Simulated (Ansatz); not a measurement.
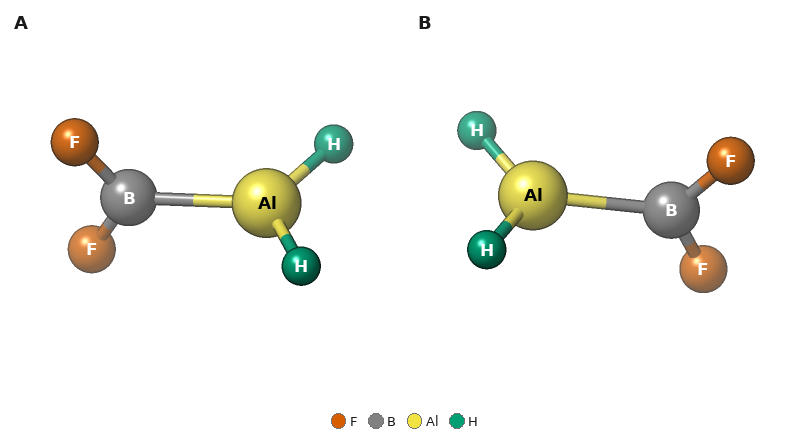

Distant atoms are faded towards the background colour. The geometry was computed by an optimisation with PBE0-D4/def2-TZVP.

### How are A and B related: the same structure turned, mirror images, conformers, diastereomers or constitutional isomers?

They are the same structure, AlBF2H2 (F[B](F)[AlH2]), seen from two directions. With point group C2v it is achiral, so its mirror image would be the same too.
